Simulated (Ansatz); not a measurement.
## C$_{3}$H$_{9}$FSi: geometry relaxation (part 2 of 2)

C$_{3}$H$_{9}$FSi, SMILES CC(F)C[SiH3]; RKS PBE-D4/def2-SVP (Ansatz 0.2.0). The geometry: force-field start.

Geometry of the input (Å):
```
C  -1.7290  0.7759  0.6653
C  -0.3001  0.7013  0.3338
F  0.3574  0.9122  1.4801
C  0.1329  -0.6684  -0.2040
Si 1.8179  -0.8549  -0.8208
H  -2.3908  0.6994  -0.2434
H  -2.0471  0.0805  1.4056
H  -1.9553  1.8235  1.0713
H  -0.0054  1.5139  -0.3231
H  -0.1016  -1.4235  0.6099
H  -0.6196  -0.9318  -1.0105
H  2.0900  0.1528  -1.8616
H  2.7438  -0.6164  0.2789
H  1.9939  -2.1936  -1.3527
```

**Trajectory as extended XYZ (Å, eV, eV/Å), 10 frames, from step=1 to step=10**
```
14
Properties=species:S:1:pos:R:3:forces:R:3 step=1 energy=-13833.72422
C    -1.7290    0.7759    0.6653   -2.0800   2.6760  -1.2856
C    -0.3001    0.7013    0.3338    0.1594  -1.2820  -0.8150
F     0.3574    0.9122    1.4801    1.7374   0.5168   2.4040
C     0.1329   -0.6684   -0.2040   -2.9118  -0.4374   0.1784
Si    1.8179   -0.8549   -0.8208    0.8642   0.3210  -0.1904
H    -2.3908    0.6994   -0.2434    0.3176  -0.1896   0.4053
H    -2.0471    0.0805    1.4056   -0.3038  -1.1931   0.9970
H    -1.9553    1.8235    1.0713    0.2076  -0.9307  -0.2108
H    -0.0054    1.5139   -0.3231    0.0947   0.5752  -1.0067
H    -0.1016   -1.4235    0.6099    0.2906   0.4187  -0.4098
H    -0.6196   -0.9318   -1.0105    0.5799   0.0378   0.2402
H     2.0900    0.1528   -1.8616    0.1158   0.3629  -0.5000
H     2.7438   -0.6164    0.2789    0.7157   0.0512   0.6070
H     1.9939   -2.1936   -1.3527    0.2127  -0.9268  -0.4136
14
Properties=species:S:1:pos:R:3:forces:R:3 step=2 energy=-13834.11466
C    -1.7683    0.8163    0.6809   -0.8201   0.8809  -0.1464
C    -0.3106    0.7006    0.3498    0.0831  -0.3617  -0.8058
F     0.4139    0.9412    1.4941    0.5627   0.0912   0.6814
C     0.0882   -0.6716   -0.2210   -1.2892  -0.1151   0.4553
Si    1.8364   -0.8529   -0.7992    0.6533   0.0826  -0.1968
H    -2.4190    0.7059   -0.2179    0.1933  -0.0681   0.1285
H    -2.0752    0.0773    1.4295   -0.0720  -0.3635   0.2636
H    -1.9843    1.8324    1.1037    0.0958  -0.3443  -0.0972
H    -0.0296    1.4893   -0.3781    0.0046   0.1822  -0.1936
H    -0.1291   -1.4233    0.5795    0.1175   0.0505  -0.1533
H    -0.6156   -0.9365   -1.0523    0.2678   0.1183   0.1223
H     2.1180    0.1475   -1.8791    0.0312   0.1195  -0.1076
H     2.8180   -0.6413    0.3035    0.1363   0.0167   0.1611
H     2.0442   -2.2139   -1.3646    0.0357  -0.2893  -0.1116
14
Properties=species:S:1:pos:R:3:forces:R:3 step=3 energy=-13834.18781
C    -1.7882    0.8366    0.7056   -0.0042  -0.1356   0.1374
C    -0.3238    0.7086    0.3163   -0.0048  -0.1708  -0.2220
F     0.4663    0.9622    1.4415    0.0681   0.0923   0.0653
C     0.0534   -0.6778   -0.2264   -0.2069   0.1474   0.0939
Si    1.8570   -0.8557   -0.7796    0.1888  -0.0220  -0.0573
H    -2.4431    0.7105   -0.1778   -0.0138  -0.0029  -0.0449
H    -2.0608    0.0595    1.4533    0.0323   0.0703  -0.0605
H    -1.9905    1.8296    1.1488    0.0092   0.0626   0.0181
H    -0.0707    1.4887   -0.4463   -0.0183  -0.0569   0.0858
H    -0.1672   -1.4421    0.5516   -0.0026   0.0239  -0.0030
H    -0.6022   -0.9177   -1.0905    0.0340  -0.0175  -0.0495
H     2.1527    0.1620   -1.8555   -0.0093  -0.0217   0.0453
H     2.8364   -0.6605    0.3467   -0.0572  -0.0143  -0.0215
H     2.0678   -2.2330   -1.3589   -0.0154   0.0452   0.0130
14
Properties=species:S:1:pos:R:3:forces:R:3 step=4 energy=-13834.19534
C    -1.7876    0.8339    0.7210    0.0770  -0.1096   0.0591
C    -0.3301    0.7060    0.2986   -0.0387  -0.0008  -0.0843
F     0.4852    0.9847    1.4072   -0.0140   0.0007  -0.0515
C     0.0426   -0.6767   -0.2407    0.0307   0.0632   0.0324
Si    1.8647   -0.8577   -0.7692   -0.0019  -0.0042   0.0171
H    -2.4576    0.6994   -0.1511   -0.0124   0.0063  -0.0040
H    -2.0410    0.0611    1.4779    0.0140   0.0478  -0.0322
H    -1.9791    1.8311    1.1612   -0.0026   0.0344   0.0037
H    -0.0978    1.4809   -0.4731   -0.0131  -0.0250   0.0439
H    -0.1903   -1.4407    0.5321   -0.0088  -0.0280   0.0010
H    -0.5897   -0.9144   -1.1233    0.0024   0.0065  -0.0008
H     2.1719    0.1704   -1.8297    0.0080  -0.0113   0.0288
H     2.8230   -0.6767    0.3756   -0.0355  -0.0168  -0.0192
H     2.0729   -2.2305   -1.3578   -0.0049   0.0368   0.0060
14
Properties=species:S:1:pos:R:3:forces:R:3 step=5 energy=-13834.20339
C    -1.7833    0.8268    0.7464    0.1010  -0.0507  -0.0235
C    -0.3438    0.7091    0.2572   -0.0370   0.1117   0.1148
F     0.5176    1.0275    1.3284   -0.0999  -0.0406  -0.1422
C     0.0282   -0.6738   -0.2649    0.1616  -0.0306  -0.0723
Si    1.8699   -0.8598   -0.7457   -0.0643   0.0188   0.0480
H    -2.4916    0.6653   -0.0930    0.0255   0.0131   0.0543
H    -1.9917    0.0699    1.5322    0.0214   0.0435  -0.0411
H    -1.9629    1.8338    1.1716   -0.0188  -0.0006  -0.0085
H    -0.1540    1.4733   -0.5354   -0.0196  -0.0334   0.0273
H    -0.2229   -1.4386    0.5013   -0.0090  -0.0309  -0.0011
H    -0.5771   -0.9103   -1.1672   -0.0092   0.0082   0.0322
H     2.2276    0.1981   -1.7601   -0.0056  -0.0110   0.0364
H     2.7933   -0.7378    0.4349   -0.0369  -0.0156  -0.0257
H     2.0776   -2.2126   -1.3768   -0.0091   0.0179   0.0014
14
Properties=species:S:1:pos:R:3:forces:R:3 step=6 energy=-13834.20919
C    -1.7710    0.8203    0.7742    0.0700  -0.0911  -0.0348
C    -0.3602    0.7150    0.2018    0.0171   0.2139   0.1631
F     0.5579    1.0952    1.2138   -0.2093  -0.1012  -0.2317
C     0.0188   -0.6732   -0.2962    0.1274  -0.0632  -0.0497
Si    1.8754   -0.8642   -0.7141   -0.0441   0.0873   0.0530
H    -2.5291    0.6064   -0.0130    0.1114   0.0287   0.1197
H    -1.9108    0.0923    1.6054    0.0287   0.0969  -0.1166
H    -1.9493    1.8412    1.1676   -0.0205  -0.0238  -0.0139
H    -0.2331    1.4567   -0.6266   -0.0153  -0.0761   0.0888
H    -0.2481   -1.4348    0.4683   -0.0142  -0.0254   0.0007
H    -0.5649   -0.9179   -1.2109    0.0017   0.0149   0.0453
H     2.2922    0.2652   -1.6324   -0.0047  -0.1138   0.0797
H     2.7417   -0.8519    0.5217   -0.0712  -0.0183  -0.1254
H     2.0674   -2.1795   -1.4307    0.0230   0.0713   0.0217
14
Properties=species:S:1:pos:R:3:forces:R:3 step=7 energy=-13834.21441
C    -1.7676    0.8216    0.7807    0.0429  -0.0613  -0.0257
C    -0.3675    0.7170    0.1899    0.0324   0.1572   0.1137
F     0.5613    1.1097    1.1825   -0.1340  -0.0708  -0.1455
C     0.0120   -0.6756   -0.2999    0.0615  -0.0298  -0.0473
Si    1.8683   -0.8611   -0.7062    0.0838   0.0099   0.0099
H    -2.5337    0.5904    0.0096    0.0599   0.0177   0.0682
H    -1.8892    0.1054    1.6220    0.0174   0.0562  -0.0661
H    -1.9507    1.8459    1.1620   -0.0100  -0.0134  -0.0105
H    -0.2543    1.4495   -0.6468   -0.0141  -0.0539   0.0534
H    -0.2572   -1.4340    0.4676    0.0038  -0.0133  -0.0058
H    -0.5720   -0.9241   -1.2128    0.0051   0.0081   0.0283
H     2.3253    0.2709   -1.5960   -0.0520  -0.0361   0.0618
H     2.7275   -0.8913    0.5302   -0.0642   0.0049  -0.0534
H     2.0850   -2.1534   -1.4540   -0.0326   0.0247   0.0190
14
Properties=species:S:1:pos:R:3:forces:R:3 step=8 energy=-13834.21766
C    -1.7568    0.8204    0.7848   -0.0275   0.0114   0.0030
C    -0.3681    0.7210    0.1786   -0.0071  -0.0638   0.0178
F     0.5672    1.1153    1.1527    0.0320   0.0444   0.0203
C     0.0115   -0.6752   -0.3089   -0.0107  -0.0049  -0.0177
Si    1.8682   -0.8610   -0.6960   -0.0219   0.0091  -0.0308
H    -2.5282    0.5644    0.0313   -0.0113  -0.0002  -0.0020
H    -1.8578    0.1198    1.6382    0.0079  -0.0010   0.0074
H    -1.9523    1.8485    1.1489    0.0015  -0.0077  -0.0029
H    -0.2723    1.4445   -0.6642    0.0193   0.0118  -0.0122
H    -0.2584   -1.4368    0.4556   -0.0193   0.0140   0.0083
H    -0.5720   -0.9222   -1.2214    0.0142  -0.0089  -0.0045
H     2.3266    0.2881   -1.5537    0.0100   0.0100   0.0033
H     2.7043   -0.9173    0.5485    0.0026  -0.0039   0.0123
H     2.0751   -2.1387   -1.4657    0.0103  -0.0102  -0.0023
14
Properties=species:S:1:pos:R:3:forces:R:3 step=9 energy=-13834.21822
C    -1.7558    0.8205    0.7887    0.0048  -0.0092   0.0063
C    -0.3700    0.7189    0.1740   -0.0092   0.0415  -0.0438
F     0.5715    1.1290    1.1379   -0.0045  -0.0204  -0.0052
C     0.0091   -0.6776   -0.3118    0.0036  -0.0079   0.0106
Si    1.8670   -0.8612   -0.6957    0.0087  -0.0043   0.0201
H    -2.5333    0.5533    0.0450    0.0055  -0.0015   0.0033
H    -1.8448    0.1293    1.6512   -0.0037  -0.0004   0.0048
H    -1.9515    1.8516    1.1433    0.0003  -0.0002   0.0004
H    -0.2804    1.4375   -0.6747    0.0017  -0.0004   0.0043
H    -0.2676   -1.4361    0.4534    0.0078  -0.0082  -0.0041
H    -0.5676   -0.9265   -1.2279   -0.0130   0.0101   0.0034
H     2.3381    0.2989   -1.5320   -0.0071   0.0016   0.0023
H     2.6912   -0.9368    0.5565    0.0072  -0.0014   0.0001
H     2.0811   -2.1301   -1.4790   -0.0020   0.0008  -0.0024
14
Properties=species:S:1:pos:R:3:forces:R:3 step=10 energy=-13834.21849
C    -1.7531    0.8199    0.7917   -0.0008   0.0002  -0.0003
C    -0.3720    0.7205    0.1658   -0.0088   0.0065  -0.0146
F     0.5757    1.1342    1.1222    0.0000  -0.0044   0.0003
C     0.0066   -0.6778   -0.3160   -0.0008  -0.0088   0.0081
Si    1.8667   -0.8621   -0.6895    0.0108   0.0060  -0.0017
H    -2.5357    0.5445    0.0562    0.0073   0.0007   0.0057
H    -1.8323    0.1338    1.6596    0.0026   0.0041  -0.0056
H    -1.9504    1.8524    1.1414   -0.0013  -0.0011   0.0006
H    -0.2890    1.4361   -0.6862   -0.0012  -0.0027   0.0080
H    -0.2723   -1.4357    0.4491    0.0008   0.0004  -0.0022
H    -0.5686   -0.9266   -1.2330   -0.0014   0.0020   0.0002
H     2.3420    0.3064   -1.5121   -0.0015  -0.0052   0.0023
H     2.6868   -0.9514    0.5650   -0.0048  -0.0007  -0.0028
H     2.0827   -2.1233   -1.4852   -0.0009   0.0031   0.0019
```

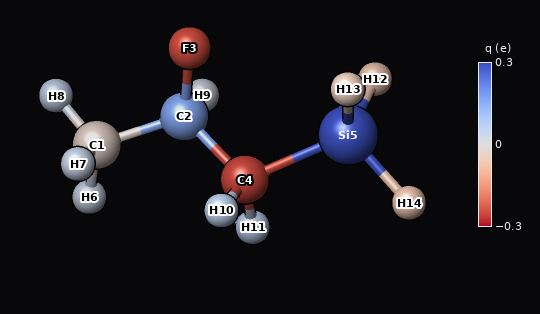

*Mulliken charges, as the colour of each atom (ball-and-stick view, seen at a tilt; atoms are numbered from 1 in the order of the input; Mulliken charges depend strongly on the basis).*

By element: C −0.25 to +0.15, F −0.24, Si +0.29 and H −0.06 to +0.06 e.

**Key numbers**

- outcome: converged
- total energy: −13834.2185 eV
- mean-field energy: −13833.9542 eV
- dispersion energy: −0.2643 eV
- SCF solution under orbital rotations: stable
- largest force (length of the vector) at the end: 0.018 eV/Å
- dipole moment: 2.04 D
- wall time: 15 s (CPU time 51 s)
- peak memory: 0.17 GiB
